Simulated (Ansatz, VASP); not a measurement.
## WS2 (Tungstenite) in two plane-wave programs

Wanted: the spread between two codes on one cell, functional and k mesh. The cell is taken from a series of VASP runs on this material, whose earlier steps may have relaxed, scaled or displaced it; both programs get it as it stands. Valence electrons are named where the data sets of a main pair hold unlike numbers.

Main program and level: Ansatz 0.2.0; plane waves, with VASP 6.6.1 beside it; band structure at HSE06.

## (1) The structure

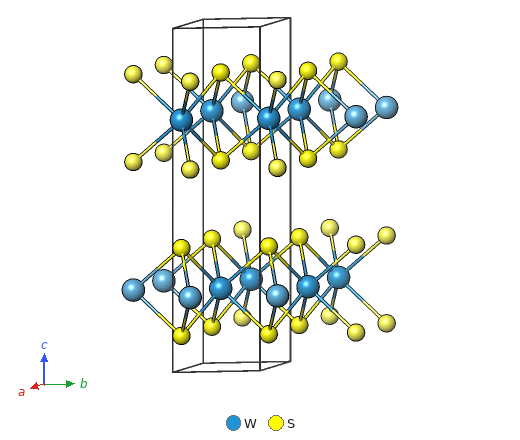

The cell as given, slightly off an axis (tungsten blue, sulfur yellow). 2×2×1 cells are drawn. Some periodic images of atoms are drawn too.

As a file:

```cif
data_structure
_symmetry_space_group_name_H-M 'P 1'
_symmetry_Int_Tables_number 1
_cell_length_a 3.1666
_cell_length_b 3.1666
_cell_length_c 12.3604
_cell_angle_alpha 90.000
_cell_angle_beta 90.000
_cell_angle_gamma 120.000
_cell_volume 107.34
loop_
_atom_site_label
_atom_site_type_symbol
_atom_site_fract_x
_atom_site_fract_y
_atom_site_fract_z
_atom_site_occupancy
W1 W 0.33333 0.66667 0.25000 1
W2 W 0.66667 0.33333 0.75000 1
S3 S 0.33333 0.66667 0.62234 1
S4 S 0.66667 0.33333 0.12234 1
S5 S 0.33333 0.66667 0.87766 1
S6 S 0.66667 0.33333 0.37766 1
```

## (2) Ansatz: band structure, HSE06

Ansatz runs on its default PAW (the set named soft_2) files.

Levels along a path test the potential and the projectors away from the mesh points.

Input file input.yaml:

```yaml
crystal:
  lattice:
    - [3.1666065991, 0.0, 0.0]
    - [-1.5833032995, 2.7423617586, 0.0]
    - [0.0, 0.0, 12.3604180458]
  atoms:
    - { symbol: W, position: [0.3333333333, 0.6666666667, 0.25] }
    - { symbol: W, position: [0.6666666667, 0.3333333333, 0.75] }
    - { symbol: S, position: [0.3333333333, 0.6666666667, 0.6223351266] }
    - { symbol: S, position: [0.6666666667, 0.3333333333, 0.1223351266] }
    - { symbol: S, position: [0.3333333333, 0.6666666667, 0.8776648734] }
    - { symbol: S, position: [0.6666666667, 0.3333333333, 0.3776648734] }
hamiltonian:
  xc: { exchange: pbe, correlation: pbe, exx: { coeff: 0.25, omega: 0.2 } }
  pseudopotentials: { kind: paw }
kpoints:
  mp_grid: { grid: [5, 5, 2] }
  band_path:
    path:
      - [0.0, 0.0, 0.0]
      - [0.4, 0.0, 0.0]
      - [0.4, 0.2, 0.0]
      - [0.2, 0.2, 0.0]
      - [0.0, 0.0, 0.1]
      - [0.0, 0.0, 0.5]
      - [0.4, 0.0, 0.5]
      - [0.4, 0.2, 0.5]
      - [0.2, 0.2, 0.5]
      - [0.5, 0.0, 0.4]
      - [0.33333, 0.33333, 0.0]
      - [0.33333, 0.33333, 0.5]
    npoints: 1
scf:
  occupations: { method: gaussian, width: 0.05 }
  n_extra_bands: 9
output:
  forces: true
  stress: true
  eigenvalues: true
```

Run with:

```console
ansatz run input.yaml --threads 4 --pin off --max-ram 9216MiB --backend cpu --events-out ev --progress --plain --runs-dir out
```

Numbers of over 12 decimals in the logs are rounded to 6 here.

The program printed:

```text
Warning: output.stress: scf.convergence.dr2_threshold = 1e-7 eV (the SCF's general default) is looser than the 6e-10 eV advised for a printed stress (1e-10 eV for each atom of the cell: 6). What an SCF threshold leaves in a stress goes as its square root, and in the free energy as the threshold itself, and one threshold admits the most on a small cell: [figures from the program's tests cut] Set scf.convergence.dr2_threshold to 6e-10 eV or tighter. The threshold is an SCF's pass mark: one that does not reach it within its budget of iterations ends unconverged, or closes short of it on a stop that the run arms, and scf.convergence.dr2_threshold's page says what that costs each kind of run
Warning: output.stress: scf.exx.energy_threshold = 1e-6 eV is looser than the 6e-8 eV advised for a stress under a hybrid functional (1e-8 eV for each atom of the cell: 6). Every SCF of the exchange loop can meet its threshold on dr2 while the loop round them stops early: no threshold on dr2 bounds what that leaves in the stress. Set scf.exx.energy_threshold to 6e-8 eV or tighter. The threshold is the loop's pass mark: a loop that does not reach it within its budget of cycles ends unconverged, and scf.exx.energy_threshold's page has the law
scf.n_extra_bands = 9 over 26 filled bands (N_el = 52.0): the run solves 35 bands
Engine: ansatz 0.2.0, aarch64-unknown-linux-gnu
Pseudopotentials: kind: paw
Pseudopotential: W, paw, valence charge 14, recommended cutoff 420 eV (normal), W.paw.azcp
Pseudopotential: S, paw, valence charge 6, recommended cutoff 420 eV (normal), S.paw.azcp
Functional definition: unnamed
  parameter a_1 = 0.25
  parameter omega_1 = 0.2/angstrom
  exchange = pbe_x + (-a_1)*pbe_x_sr(omega_1) + a_1*exact_x_sr(omega_1)
  correlation = pbe_c
Crystal: 6 atoms, lattice volume = 107.338 Å³
Basis set: ecut = 420 eV, 2069 PW (Γ), exchange–correlation on 48×48×180 points (8 copies of the dense FFT grid, shifted against one another)
Bands: 35, of which v1, the nominal top of the filled ones, is band 26 counted from 1 (25 counted from 0)
Symmetry: 24 space group operations
Space group: P63/mmc (ITA 194), of the structure as read, at distance tolerance 4.8e-5 Å
k-points: 10 of 50
Non-local potential: W, projectors of the file, l = 0: 3, l = 1: 2, l = 2: 2, l = 3: 1
Non-local potential: S, projectors of the file, l = 0: 2, l = 1: 2, l = 2: 2
PAW form: soft (Blöchl's): semilocal exchange-correlation on the pseudo side does not see the compensation charge
PAW frozen core: W, regenerated for the run's functional, and the local potential with it (the file was generated under x = pbe(κ = 0.804, μ = 0.219515), c = pbe(β = 0.066725))
PAW frozen core: S, regenerated for the run's functional, and the local potential with it (the file was generated under x = pbe(κ = 0.804, μ = 0.219515), c = pbe(β = 0.066725))
PAW one-centre angular grid: W, 590 points (default); XC on 64 Gauss nodes
PAW one-centre angular grid: S, 110 points (default); XC on 64 Gauss nodes
Initial density: superposition of atomic densities (neutral atoms: chi_scale 0, normalization atom), corrected by the library's trained network
Initial wavefunctions: pseudopotential atomic-orbital guess
Functional: x = pbe(κ = 0.804, μ = 0.219515), c = pbe(β = 0.066725), warm-up for x = pbe(κ = 0.804, μ = 0.219515) + 0.25 (exact − pbe) at short range (hse, ω = 0.2 Å⁻¹), c = pbe(β = 0.066725)
SCF iter   1: F=—  HF=-24382.756149 eV  |F-HF|=—  |Δ(HF+E_count)|=         —  Δρ=5.81e-3  dr2=2.08e-2  ethr=1.77e-3  ⟨swp⟩=6.5  Hψ=1461  notcnv=0
preconditioner: auto → none  [insulator: Δε(μ)=1.044 eV  Ē_g=9.162 eV  σ=0.050 eV  W_gap=1.00  n_scr=26 (ndim 8)  ℏωp=21.5 eV  f_vac=0.016  D(μ)=0.00/eV (n_scr^D=0)]
SCF iter   2: F=—  HF=-24382.765608 eV  |F-HF|=—  |Δ(HF+E_count)|=   9.46e-3  Δρ=4.00e-3  dr2=3.79e-2  ethr=3.99e-5  ⟨swp⟩=4.2  Hψ=1013  notcnv=0  defer=1
SCF iter   3: F=—  HF=-24382.762941 eV  |F-HF|=—  |Δ(HF+E_count)|=   2.67e-3  Δρ=2.42e-3  dr2=1.02e-2  ethr=3.99e-5  ⟨swp⟩=3.4  Hψ=854  notcnv=0
SCF iter   4: F=—  HF=-24382.763387 eV  |F-HF|=—  |Δ(HF+E_count)|=   4.47e-4  Δρ=1.08e-3  dr2=1.45e-3  ethr=1.96e-5  ⟨swp⟩=2.0  Hψ=616  notcnv=0
iter 5 solved again at ethr=2.34e-8 eV; its pass at ethr=2.79e-6 eV (dr2=1.22e-5 eV) is discarded
SCF iter   5: F=-24382.763792 eV  HF=-24382.763769 eV  |F-HF|=2.22e-5  |Δ(HF+E_count)|=   3.82e-4  Δρ=1.98e-4  dr2=1.22e-5  ethr=2.34e-8  ⟨swp⟩=3.9  Hψ=1442  notcnv=0
SCF 1 stopped early in 5 iterations: F = -24382.763792 eV  dr2 = 1.22e-5
  greatest PAW one-centre occupation: 0.999 electrons in one spin orbital (limit 2), on the W atom at site 1 (counted from 0), in its partial waves of l = 0
Initial density: handed on by an earlier stage of this run
Initial wavefunctions: those handed on with the density
Functional: x = pbe(κ = 0.804, μ = 0.219515) + 0.25 (exact − pbe) at short range (hse, ω = 0.2 Å⁻¹), c = pbe(β = 0.066725)
Exchange kernel: α = 0.2500, screened, ω = 0.2000 Å⁻¹, Wigner–Seitz truncation, v(0) = 1114.0807 eV·Å³, q-mesh 5×5×2, nearest image of the exchange supercell L = 15.83 Å, pair-density grid 15×15×54, without the augmentation charges, whose exchange is taken in its separable form by FFT convolution over the k-point mesh (sized by the pseudopotential files, 20×20×90 at the most), smooth part of the exact exchange by density-matrix convolution
Frozen-core exchange: fock
SCF iter   1: F=—  HF=-24386.863566 eV  |F-HF|=—  |Δ(HF+E_count)|=         —  Δρ=7.23e-3  dr2=1.03e-1  ethr=2.34e-7  ⟨swp⟩=9.2  Hψ=1917  notcnv=0
preconditioner: auto → none  [insulator: Δε(μ)=1.550 eV  Ē_g=10.670 eV  σ=0.050 eV  W_gap=1.00  n_scr=26 (ndim 8)  ℏωp=21.5 eV  f_vac=0.015  D(μ)=0.00/eV (n_scr^D=0)]
SCF iter   2: F=—  HF=-24386.866101 eV  |F-HF|=—  |Δ(HF+E_count)|=   2.54e-3  Δρ=6.48e-3  dr2=1.69e-1  ethr=2.34e-7  ⟨swp⟩=5.8  Hψ=1491  notcnv=0
SCF iter   3: F=—  HF=-24386.837031 eV  |F-HF|=—  |Δ(HF+E_count)|=   2.91e-2  Δρ=1.86e-3  dr2=3.54e-3  ethr=2.34e-7  ⟨swp⟩=5.0  Hψ=1420  notcnv=0
SCF iter   4: F=—  HF=-24386.848199 eV  |F-HF|=—  |Δ(HF+E_count)|=   1.12e-2  Δρ=1.06e-3  dr2=7.90e-4  ethr=2.34e-7  ⟨swp⟩=4.3  Hψ=1091  notcnv=0
SCF iter   5: F=—  HF=-24386.847950 eV  |F-HF|=—  |Δ(HF+E_count)|=   2.49e-4  Δρ=3.71e-4  dr2=8.83e-5  ethr=2.34e-7  ⟨swp⟩=3.4  Hψ=876  notcnv=0
SCF iter   6: F=—  HF=-24386.848176 eV  |F-HF|=—  |Δ(HF+E_count)|=   2.26e-4  Δρ=1.38e-4  dr2=1.64e-5  ethr=1.19e-7  ⟨swp⟩=3.8  Hψ=804  notcnv=0
SCF iter   7: F=-24386.848171 eV  HF=-24386.848172 eV  |F-HF|=1.34e-7  |Δ(HF+E_count)|=   4.68e-6  Δρ=1.11e-5  dr2=1.57e-6  ethr=2.89e-8  ⟨swp⟩=3.0  Hψ=801  notcnv=0
SCF 2 stopped early in 7 iterations: F = -24386.848171 eV  dr2 = 1.57e-6
  Residual-converged pass: ⟨swp⟩=4.0  Hψ=959  notcnv=0  max |occ|·‖R‖ = 6.4e-6 eV (tolerance 6.7e-6 eV)  dr2=1.57e-6  dr2_onsite=3.58e-9  max |Δocc| = 3.7e-116
hybrid outer 1: dexx = +1.410e-2 eV, tail = 1.54e-5 eV
Exchange kernel: α = 0.2500, screened, ω = 0.2000 Å⁻¹, Wigner–Seitz truncation, v(0) = 1114.0807 eV·Å³, q-mesh 5×5×2, nearest image of the exchange supercell L = 15.83 Å, pair-density grid 15×15×54, without the augmentation charges, whose exchange is taken in its separable form by FFT convolution over the k-point mesh (sized by the pseudopotential files, 20×20×90 at the most), smooth part of the exact exchange by density-matrix convolution
Frozen-core exchange: fock
SCF iter   1: F=—  HF=-24386.848129 eV  |F-HF|=—  |Δ(HF+E_count)|=         —  Δρ=4.77e-5  dr2=1.48e-6  ethr=1.48e-7  ⟨swp⟩=5.1  Hψ=937  notcnv=0
preconditioner: auto → none  [insulator: Δε(μ)=1.588 eV  Ē_g=10.623 eV  σ=0.050 eV  W_gap=1.00  n_scr=26 (ndim 8)  ℏωp=21.5 eV  f_vac=0.015  D(μ)=0.00/eV (n_scr^D=0)]
SCF iter   2: F=—  HF=-24386.848129 eV  |F-HF|=—  |Δ(HF+E_count)|=   5.17e-7  Δρ=1.58e-5  dr2=1.20e-7  ethr=2.60e-9  ⟨swp⟩=3.1  Hψ=767  notcnv=0
SCF iter   3: F=—  HF=-24386.848129 eV  |F-HF|=—  |Δ(HF+E_count)|=   1.98e-7  Δρ=3.97e-6  dr2=1.33e-8  ethr=1.76e-10  ⟨swp⟩=3.9  Hψ=783  notcnv=0
SCF iter   4: F=-24386.848129 eV  HF=-24386.848129 eV  |F-HF|=9.09e-11  |Δ(HF+E_count)|=   3.32e-9  Δρ=5.16e-7  dr2=7.77e-10  ethr=2.16e-11  ⟨swp⟩=3.0  Hψ=716  notcnv=0
SCF 3 converged in 4 iterations: F = -24386.848129 eV  dr2 = 7.77e-10
  Residual-converged pass: ⟨swp⟩=3.4  Hψ=861  notcnv=0  max |occ|·‖R‖ = 7.6e-7 eV (tolerance 7.7e-7 eV)  dr2=7.82e-10  dr2_onsite=1.19e-11  max |Δocc| = 1.8e-118
  greatest PAW one-centre occupation: 0.998 electrons in one spin orbital (limit 2), on the W atom at site 1 (counted from 0), in its partial waves of l = 0
hybrid outer 2: dexx = +3.597e-7 eV, tail = 7.95e-9 eV, Δε = 1.27e-3 eV (about 2.87e-5 eV left of the loop's levels), ΔF = 8.41e-4 eV/Å (tail 2.43e-4)
NSCF: frozen V_eff on 12 k-points
hybrid SCF converged: 2 outer / 11 inner (+5 warm-up), last move |dexx| = 3.60e-7 eV, tail = 7.95e-9 eV
Stability not checked: this state was not tested for a lower state beside it, because the functional holds exact exchange (a hybrid, or Hartree-Fock), whose exchange loop this test does not read (fock_operator; see scf.lower_state_search)
Free energy (F): -24386.848129 eV
Frozen-core exchange: fock
Harris-Foulkes:  -24386.848129 eV  (|F-HF|=9.09e-11)
Internal energy: -24386.848129 eV  (E = F + TS)
E sigma→0 (E₀):  -24386.848129 eV
Fermi energy:    12.028630 eV
--- Per-component energies (eV) ---
  E_band       = -468.443053
  E_kinetic    = 1327.475136
  E_local      = -3483.197270  (includes V_loc(G=0)·N_el)
  E_nonlocal   = 115.774499
  E_hartree    = 1377.694465
  E_xc         = -736.798376
  E_vxc        = -660.938245  (∫ρ·V_xc dr)
  E_exx        = -127.316358  (= α·E_x^exact, valence–valence)
  E_paw        = -19587.543270  (= ΣΔE_a)
  E_vpaw       = -268.313550  (= ΣTr[D̂ρ^β])
  E_aug_tail   = -0.000127  (compensation charges beyond the density's cutoff)
  E_ewald      = -3266.717993
  E_core_change = -6.218834  (= ΣΔE_core)
  E_smearing   = -0.000000  (= −TS)
  E_closure    = -0.000000  (closes the sum)
  Σ components = -24386.848129   (vs F -24386.848129, Δ=0.00e0)
--- Forces (eV/Å), atoms counted from 1 ---
  atom   1  W      0.00000000    -0.00000000     0.00000000
  atom   2  W     -0.00000000     0.00000000     0.00000000
  atom   3  S     -0.00000000    -0.00000000     0.62212811
  atom   4  S      0.00000000     0.00000000     0.62212811
  atom   5  S      0.00000000    -0.00000000    -0.62212811
  atom   6  S      0.00000000     0.00000000    -0.62212811
  max |Σ_I F_I| component: 1.85e-17 eV/Å
--- Stress (GPa, compression-positive) ---
       -2.182670       0.000000       0.000000
        0.000000      -2.182670       0.000000
        0.000000       0.000000      -2.791291
  P = ⅓ Tr σ = -2.3855 GPa (-23.855 kbar)
--- Band table (eV; the first three rows and the last of 10) ---
  k-point 0: bands = [... 22 lower, 8.8245, 9.4373, 9.9402, 11.2359, 14.2238, 14.2238, 14.2368, 14.2368, ... 5 higher]
  k-point 1: bands = [... 22 lower, 8.7936, 8.7936, 10.8784, 10.8784, 14.2204, 14.2204, 14.2204, 14.2204, ... 5 higher]
  k-point 2: bands = [... 22 lower, 8.4661, 9.3231, 9.7592, 9.9954, 13.2258, 13.7516, 14.0101, 14.1073, ... 5 higher]
  k-point 9: bands = [... 22 lower, 7.8987, 7.8987, 10.1812, 10.1812, 13.6060, 13.6060, 14.7792, 14.7792, ... 5 higher]
```

The job ended after 59 s (4 threads of Arm Neoverse V1, shared host; peak memory 1.3 GiB).

The column dr2 measures how far the density is from self-consistency, as an energy; F and HF (Harris–Foulkes) agree once it is small.

[end of part 1 of 2]

[Lines on the potential files, build, host, timing and source positions are cut from VASP's logs without a mark.]

[Logs are printed without paths, hosts, clocks, repeated set-up lines and the standing remarks that a program may print on its own settings, such as how far it seeks lower states.]

[Hosts, paths, dates, database ids (printed as entryN), source tags and the programs' standing remarks are cut or masked in the printed files.]
